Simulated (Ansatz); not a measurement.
**CH4BFOSi (SMILES O=CB[SiH2]F): levels of theory compared**

We compute a comparison of 6 runs (HF/def2-SVP, HF/6-311G**, B3LYP/6-31G*, PBE0/def2-SVP, SVWN5/def2-SVPD, CCSD/def2-SVPD) of CH4BFOSi. 

The results are computed with Ansatz 0.2.0.

6 further runs of the same task are left out: 3 that didn't finish, 3 set aside as unsound or not needed.

## (1) The structure to begin with

CH4BFOSi: 9 atoms, total charge 0, spin state singlet. As SMILES, `O=CB[SiH2]F`. Geometry: relaxed at PBE0-D4/def2-TZVP. This is one conformer, not always the lowest.

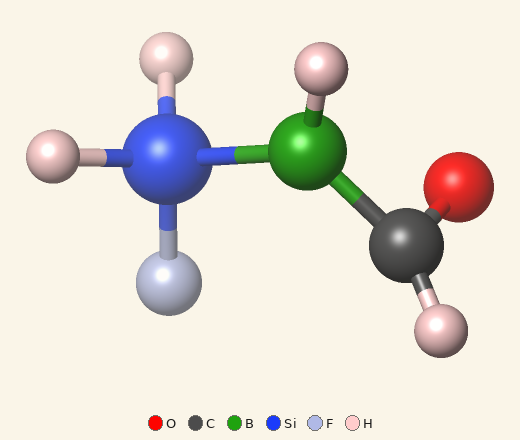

The structure, seen from a chosen angle (oxygen red, carbon dark grey, boron green, silicon blue, fluorine light blue, hydrogen pink).

## (2) Energy and forces at HF/def2-SVP (run 1)

job.yaml

```yaml
crystal:
  periodic: [false, false, false]
  atoms:
    - {symbol: O, position_ang: [-0.789500, 0.780400, 1.703800]}
    - {symbol: C, position_ang: [-0.128300, 1.442100, 0.910400]}
    - {symbol: B, position_ang: [0.628100, 0.188700, 0.495800]}
    - {symbol: Si, position_ang: [-0.077200, -1.007600, -0.945000]}
    - {symbol: F, position_ang: [-1.360800, -0.349200, -1.659700]}
    - {symbol: H, position_ang: [-0.262400, 2.525000, 0.778500]}
    - {symbol: H, position_ang: [1.608700, -0.084900, 1.121700]}
    - {symbol: H, position_ang: [0.964000, -1.202600, -1.991900]}
    - {symbol: H, position_ang: [-0.494200, -2.338100, -0.430900]}
basis:
  gaussian: {orbitals: def2-SVP}
hamiltonian: {xc: hf}
accuracy: high
output: {forces: true, orbitals: {seedname: orbitals}}
```

The run is started by

```sh
$ ansatz run job.yaml --threads 1 --pin off --max-ram 2610MiB --events-out events.jsonl --progress --plain --runs-dir runs
```

Output:

```text
Warning: RAYON_NUM_THREADS=1 ignored (pool sized by the plan → 1); use --threads N
Functional definition: HF
  name "HF"
  exchange = exact_x
  correlation = 0
2118 factors; integrals over basis functions are off by at most 3.7e-9 eV
mean field evaluation 1: about -14359.5301 eV, gradient 3.7e1 eV
mean field evaluation 2: about -14359.6321 eV, gradient 3.7e1 eV
mean field evaluation 4: about -14362.9439 eV, gradient 4.6e0 eV
mean field evaluation 8: about -14363.0322 eV, gradient 4.8e-1 eV
mean field evaluation 16: about -14363.0350 eV, gradient 4.7e-8 eV
mean field -14363.03501540 eV, -527.8318012010 hartree, gradient 4.7e-8 eV, S^2 0.000000; 0 other end points of the search recorded, 0 dependent functions left out
the calculation of the forces begins
reference -14363.03501540 eV, -527.8318012010 hartree; 23, 23 occupied and 71, 71 virtual orbitals, 2118 factors
Total energy: -14363.03501540 eV, -527.8318012010 hartree
Atom 0 at    -0.789500     0.780400     1.703800 Å, force     0.843766     1.272692    -1.134792 eV/Å
Atom 1 at    -0.128300     1.442100     0.910400 Å, force    -1.476797    -0.469268     1.567631 eV/Å
Atom 2 at     0.628100     0.188700     0.495800 Å, force     0.560154    -0.300749    -0.215807 eV/Å
Atom 3 at    -0.077200    -1.007600    -0.945000 Å, force     0.355129    -0.708066    -0.116663 eV/Å
Atom 4 at    -1.360800    -0.349200    -1.659700 Å, force    -0.320037     0.242825    -0.167970 eV/Å
Atom 5 at    -0.262400     2.525000     0.778500 Å, force     0.055559    -0.205947     0.017753 eV/Å
Atom 6 at     1.608700    -0.084900     1.121700 Å, force     0.067309    -0.010358     0.017629 eV/Å
Atom 7 at     0.964000    -1.202600    -1.991900 Å, force    -0.123896     0.028468     0.075875 eV/Å
Atom 8 at    -0.494200    -2.338100    -0.430900 Å, force     0.038813     0.150402    -0.043656 eV/Å
Dipole moment:     0.469044     0.354201    -0.033889 e Å
```

Wall time 4.8 s (1 thread of Arm Neoverse V1, shared host).

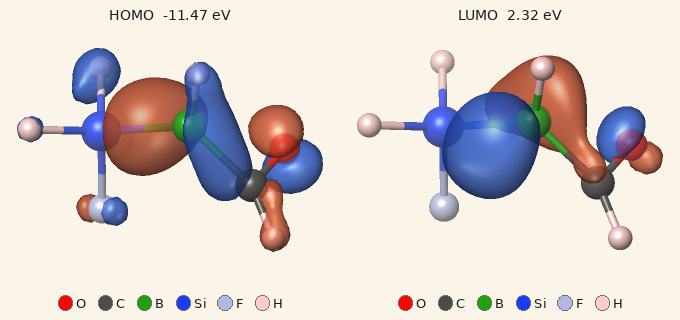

Frontier orbitals of this run, surfaces at ±0.2 Å^-3/2.

## (3) Energy and gradient at HF/6-311G(d,p) (run 2)

input.yaml

```yaml
basis:
  gaussian: {orbitals: 6-311G_st__st_-spherical.json}
crystal:
  periodic: [false, false, false]
  atoms:
    - {symbol: O, position_ang: [-0.789500, 0.780400, 1.703800]}
    - {symbol: C, position_ang: [-0.128300, 1.442100, 0.910400]}
    - {symbol: B, position_ang: [0.628100, 0.188700, 0.495800]}
    - {symbol: Si, position_ang: [-0.077200, -1.007600, -0.945000]}
    - {symbol: F, position_ang: [-1.360800, -0.349200, -1.659700]}
    - {symbol: H, position_ang: [-0.262400, 2.525000, 0.778500]}
    - {symbol: H, position_ang: [1.608700, -0.084900, 1.121700]}
    - {symbol: H, position_ang: [0.964000, -1.202600, -1.991900]}
    - {symbol: H, position_ang: [-0.494200, -2.338100, -0.430900]}
hamiltonian: {xc: hf}
accuracy: high
output: {forces: true, orbitals: {seedname: orbitals}}
```

The basis set 6-311G** is read from a file made from the Basis Set Exchange's data (not shown).

The run is started by

```sh
$ ansatz run input.yaml --threads 1 --pin off --max-ram 2610MiB --events-out events.jsonl --progress --plain --runs-dir runs
```

Output, cut to the lines that bear on the results:

```text
Warning: RAYON_NUM_THREADS=1 ignored (pool sized by the plan → 1); use --threads N
Functional definition: HF
  name "HF"
[...]
2435 factors; integrals over basis functions are off by at most 2.0e-8 eV
[...]
mean field -14372.56798096 eV, -528.1821312238 hartree, gradient 1.9e-8 eV, S^2 0.000000; 0 other end points of the search recorded, 0 dependent functions left out
[...]
reference -14372.56798096 eV, -528.1821312238 hartree; 23, 23 occupied and 99, 99 virtual orbitals, 2435 factors
Total energy: -14372.56798096 eV, -528.1821312238 hartree
Atom 0 at    -0.789500     0.780400     1.703800 Å, force     0.719681     1.247153    -0.999886 eV/Å
Atom 1 at    -0.128300     1.442100     0.910400 Å, force    -1.345254    -0.313650     1.390182 eV/Å
Atom 2 at     0.628100     0.188700     0.495800 Å, force     0.732272    -0.249623    -0.115574 eV/Å
Atom 3 at    -0.077200    -1.007600    -0.945000 Å, force    -0.008612    -0.567907    -0.335114 eV/Å
Atom 4 at    -1.360800    -0.349200    -1.659700 Å, force     0.082509     0.032195     0.044312 eV/Å
Atom 5 at    -0.262400     2.525000     0.778500 Å, force     0.075144    -0.464338     0.060469 eV/Å
Atom 6 at     1.608700    -0.084900     1.121700 Å, force    -0.133575     0.041744    -0.105791 eV/Å
Atom 7 at     0.964000    -1.202600    -1.991900 Å, force    -0.177826     0.049552     0.128239 eV/Å
Atom 8 at    -0.494200    -2.338100    -0.430900 Å, force     0.055660     0.224874    -0.066837 eV/Å
Dipole moment:     0.488522     0.332788    -0.026875 e Å
```

Wall time 8.4 s (1 thread of Arm Neoverse V1, shared host); peak memory 0.39 GiB.

Runs 3 to 4 aren't shown in full; the table further down has their settings and results.

## (4) Energy and gradient at SVWN5/def2-SVPD (run 5)

molecule.yaml

```yaml
crystal:
  periodic: [false, false, false]
  atoms:
    - {symbol: O, position_ang: [-0.789500, 0.780400, 1.703800]}
    - {symbol: C, position_ang: [-0.128300, 1.442100, 0.910400]}
    - {symbol: B, position_ang: [0.628100, 0.188700, 0.495800]}
    - {symbol: Si, position_ang: [-0.077200, -1.007600, -0.945000]}
    - {symbol: F, position_ang: [-1.360800, -0.349200, -1.659700]}
    - {symbol: H, position_ang: [-0.262400, 2.525000, 0.778500]}
    - {symbol: H, position_ang: [1.608700, -0.084900, 1.121700]}
    - {symbol: H, position_ang: [0.964000, -1.202600, -1.991900]}
    - {symbol: H, position_ang: [-0.494200, -2.338100, -0.430900]}
basis:
  gaussian:
    orbitals: def2-SVPD
hamiltonian:
  xc: {name: SVWN5}
accuracy: high
output: {forces: true, orbitals: {seedname: orbitals}}
```

The run is started by

```sh
$ ansatz run molecule.yaml --threads 1 --pin off --max-ram 2610MiB --events-out events.jsonl --progress --plain --runs-dir runs
```

Output, cut to the lines that bear on the results:

```text
Warning: RAYON_NUM_THREADS=1 ignored (pool sized by the plan → 1); use --threads N
Functional definition: SVWN5
  name "SVWN5"
[...]
2846 factors; integrals over basis functions are off by at most 3.6e-9 eV
[...]
mean field -14331.76437612 eV, -526.6826264036 hartree, gradient 2.6e-8 eV, S^2 0.000000; 0 other end points of the search recorded, 0 dependent functions left out
[...]
reference -14331.76438113 eV, -526.6826265877 hartree; 23, 23 occupied and 119, 119 virtual orbitals, 2846 factors
Total energy: -14331.76438113 eV, -526.6826265877 hartree
Atom 0 at    -0.789500     0.780400     1.703800 Å, force    -0.319196    -0.470194     0.423333 eV/Å
Atom 1 at    -0.128300     1.442100     0.910400 Å, force     0.540424    -0.302996    -0.491535 eV/Å
Atom 2 at     0.628100     0.188700     0.495800 Å, force    -0.615974     0.196793    -0.203400 eV/Å
Atom 3 at    -0.077200    -1.007600    -0.945000 Å, force     0.988981    -0.076300     0.811646 eV/Å
Atom 4 at    -1.360800    -0.349200    -1.659700 Å, force    -1.031864     0.513343    -0.571179 eV/Å
Atom 5 at    -0.262400     2.525000     0.778500 Å, force    -0.081026     0.621803    -0.080715 eV/Å
Atom 6 at     1.608700    -0.084900     1.121700 Å, force     0.418625    -0.144503     0.240169 eV/Å
Atom 7 at     0.964000    -1.202600    -1.991900 Å, force     0.221388    -0.039230    -0.238708 eV/Å
Atom 8 at    -0.494200    -2.338100    -0.430900 Å, force    -0.121359    -0.298717     0.110389 eV/Å
Dipole moment:     0.323745     0.288475     0.045191 e Å
```

Run time: 16 s. Hardware: 1 thread of Arm Neoverse V1, shared host; peak memory 0.5 GiB.

## (5) The energy at CCSD/def2-SVPD (sfX2C) (run 6)

run.yaml

```yaml
crystal:
  periodic: [false, false, false]
  atoms:
    - {symbol: O, position_ang: [-0.789500, 0.780400, 1.703800]}
    - {symbol: C, position_ang: [-0.128300, 1.442100, 0.910400]}
    - {symbol: B, position_ang: [0.628100, 0.188700, 0.495800]}
    - {symbol: Si, position_ang: [-0.077200, -1.007600, -0.945000]}
    - {symbol: F, position_ang: [-1.360800, -0.349200, -1.659700]}
    - {symbol: H, position_ang: [-0.262400, 2.525000, 0.778500]}
    - {symbol: H, position_ang: [1.608700, -0.084900, 1.121700]}
    - {symbol: H, position_ang: [0.964000, -1.202600, -1.991900]}
    - {symbol: H, position_ang: [-0.494200, -2.338100, -0.430900]}
basis:
  gaussian:
    orbitals: def2-SVPD
hamiltonian:
  pseudopotentials:
    relativity: scalar
correlation:
  method: ccsd
  electrons: outside_noble_gas
output:
  orbitals: {seedname: orbitals}
```

The run is started by

```sh
$ ansatz run run.yaml --threads 1 --pin off --max-ram 2610MiB --events-out events.jsonl --progress --plain --runs-dir runs
```

Output, cut to the lines that bear on the results:

```text
Warning: RAYON_NUM_THREADS=1 ignored (pool sized by the plan → 1); use --threads N
Functional definition: HF
  name "HF"
[...]
1391 factors; integrals over basis functions are off by at most 8.9e-4 eV
[...]
mean field -14382.43589295 eV, -528.5447703009 hartree, gradient 2.3e-6 eV, S^2 0.000000; 0 other end points of the search recorded, 0 dependent functions left out
9 core orbitals not correlated: weight in the atoms' cores, before any rotation towards them, 1.000 or more for the frozen orbitals, at most 0.000 for the correlated occupied ones
reference -14382.43589295 eV, -528.5447703009 hartree; 14, 14 occupied and 119, 119 virtual orbitals, 1391 factors
second order -19.18310424 eV of doubles, -0.00000000 eV of singles
cycle   1  -19.42443725 eV  change   -2.4e-1 eV  update   1.4e-1
[...]
cycle  11  -20.24247462 eV  change    1.8e-5 eV  update   1.9e-5
Total energy: -14402.67836758 eV, -529.2886675224 hartree
Relativity: scalar
```

It took 36 s on 1 thread of Arm Neoverse V1, shared host; peak memory 1 GiB.

## (6) The series

| run | level | Cartesian functions | task | energy (Eh) | dipole moment (D) | HOMO energy (eV) | LUMO energy (eV) | wall time |
| --- | --- | --- | --- | --- | --- | --- | --- | --- |
| 1 | HF/def2-SVP | no | gradient | -527.831801 | 2.83 | -11.47 | 2.32 | 4.8 s |
| 2 | HF/6-311G** | no | gradient | -528.182131 | 2.84 | -11.41 | 2.28 | 8.4 s |
| 3 | B3LYP/6-31G* (Cartesian functions) | yes | gradient | -529.923094 | 2.17 | -7.72 | -1.80 | 13 s |
| 4 | PBE0/def2-SVP | no | gradient | -529.258160 | 2.22 | -8.14 | -1.80 | 13 s |
| 5 | SVWN5/def2-SVPD | no | gradient | -526.682627 | 2.09 | -7.03 | -3.42 | 16 s |
| 6 | CCSD/def2-SVPD (sfX2C) | no | energy | -529.288668 | – | -11.49 | 1.76 | 36 s |

## (7) Summary of results

| quantity | value |
| --- | --- |
| run 6: total energy | -529.28867 Eh |
| run 6: HOMO energy (Hartree–Fock orbitals) | -11.49 eV |
| run 6: LUMO energy (Hartree–Fock orbitals) | 1.76 eV |
| run 6: HOMO–LUMO gap (Hartree–Fock orbitals) | 13.25 eV |
| run 6: correlation energy (9 core orbitals frozen) | -743.9 mEh |
| run 6: T1 diagnostic | 0.020 |

In words: Over runs 1, 2, 3, 4, 5 the dipole moment (its size) runs from 2.09 D (SVWN5/def2-SVPD) to 2.84 D (HF/6-311G**). The two ends differ in method and basis. Over runs 1, 2, 3, 4, 5 the HOMO–LUMO gap runs from 3.62 eV (SVWN5/def2-SVPD) to 13.78 eV (HF/def2-SVP). Totals of different functionals can't be ranked against each other. Some runs of one species differ in core potentials or relativity; totals across that change don't compare. All runs together took 90 s, the longest 36 s.
